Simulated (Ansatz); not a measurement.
# ClFHSi (SMILES F[SiH]Cl) (doublet): what the fields show

Input

```
crystal:
  periodic: [false, false, false]
  atoms:
    - {symbol: F, position_ang: [-1.027828, -0.370258, 1.082681]}
    - {symbol: Si, position_ang: [-0.251690, -0.252407, -0.306222]}
    - {symbol: Cl, position_ang: [1.745999, -0.508212, 0.042431]}
    - {symbol: H, position_ang: [-0.466482, 1.130877, -0.818890]}
basis:
  gaussian: {orbitals: def2-TZVPP}
magnetization: {spin_polarized: true, initial_magnetization: 1}
hamiltonian: {xc: pbe0, dispersion: d4}
output: {orbitals: {seedname: orbitals}}
```

Run with:

```sh
ansatz run in.yaml --threads 2 --pin off --events-out ev --progress --plain --max-ram 22528MiB --backend cpu
```

Geometry: PBE0-D4/def2-TZVP.

Level of theory: UKS PBE0-D4/def2-TZVPP (Ansatz).

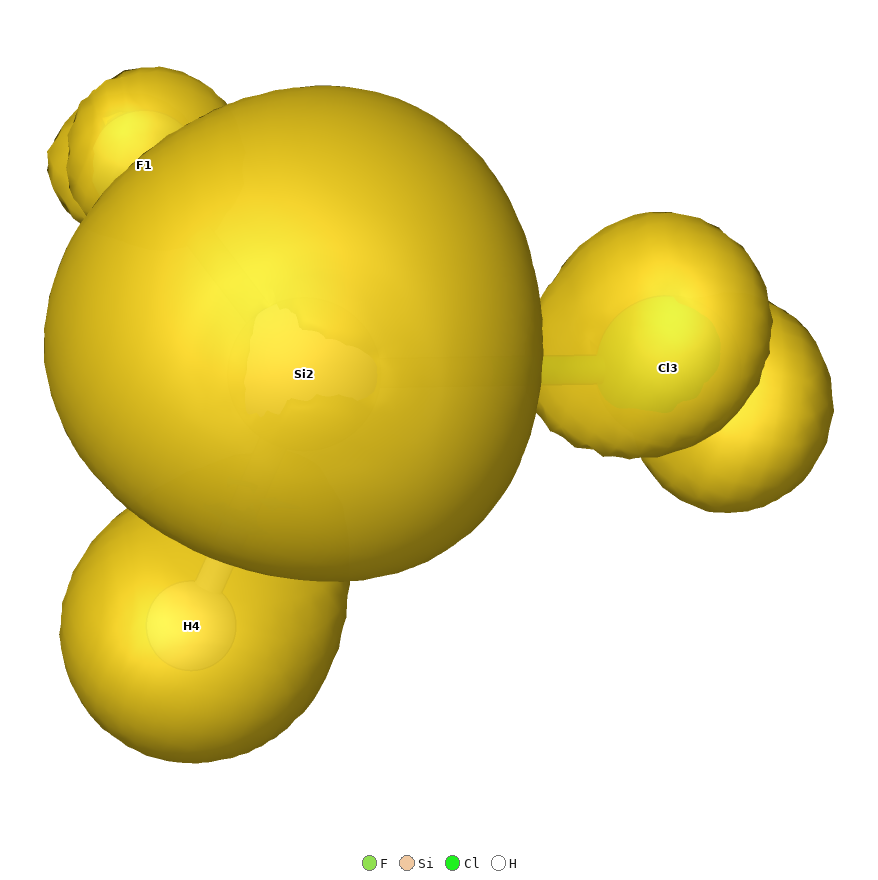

Figure 1. Isosurfaces of the spin density (α minus β) at +0.02 (yellow) and −0.02 e/Å³ (cyan), seen at a tilt.

Which atoms carry the spin?

Answer. The unpaired spin (1 electron) lies mostly on Si2 (about 0.7), Cl3 (about 0.1) and H4 (about 0.1), in electrons by Hirshfeld's partition.

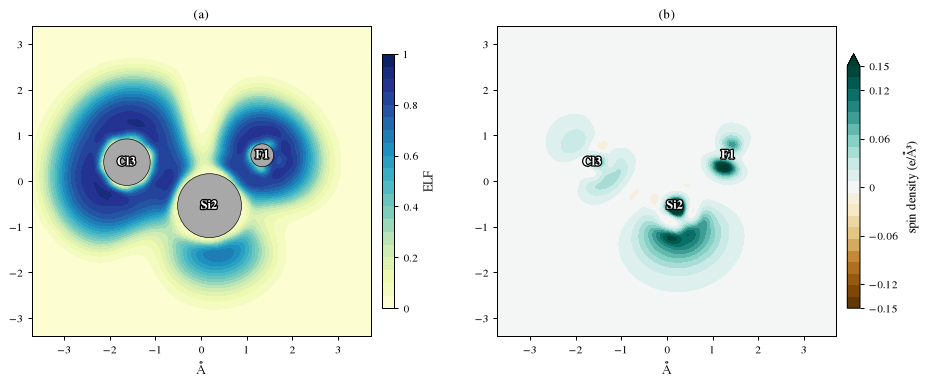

Figure 2. (a) electron localisation function; (b) spin density (α minus β) on the plane of atoms F1, Si2 and Cl3. Grey discs cover the atomic cores in the ELF map.

What does the map show?

Answer. The plane passes through F, Si and Cl nuclei. Si–F (1.60 Å): the ELF peaks at about 0.85 in the valence shell of F, 0.6 Å from its nucleus, and is about 0.50 at the midpoint. Si–Cl (2.04 Å): the ELF peaks at about 0.85 between the atoms, as expected for a polar covalent bond. The ELF also peaks beside Cl3 and F1, away from the bonds: non-bonding electrons, paired or unpaired.

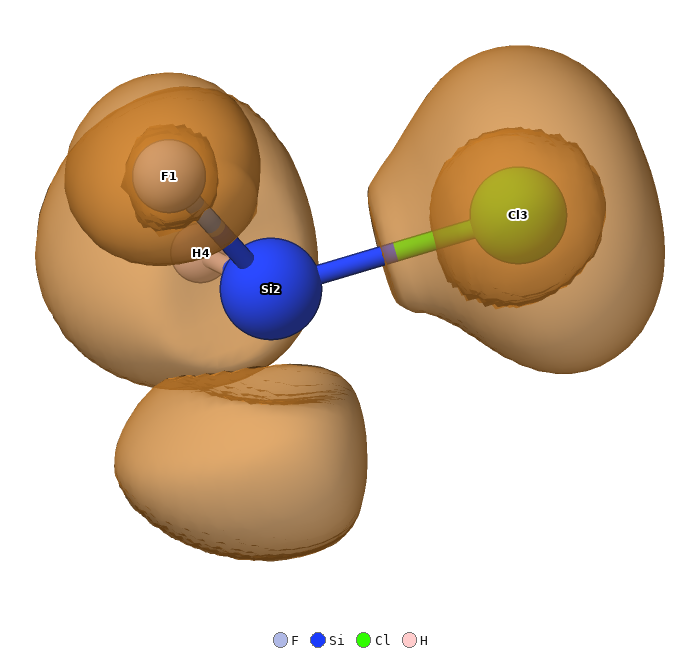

Figure 3. Isosurface of the electron localisation function at 0.75 (orange), seen from one side. Only the valence region is drawn (cores and ρ < 0.01 e/Å³ removed).

Describe the localisation domains.

Answer. The ELF exceeds this value in one region around a hydrogen nucleus, one region on Cl in which the atom's valence shell and bonds are merged, one lobe on Si, pointing away from the bonds (non-bonding electrons) and one region wrapped around F (its lone pairs, merged into a ring or cap).
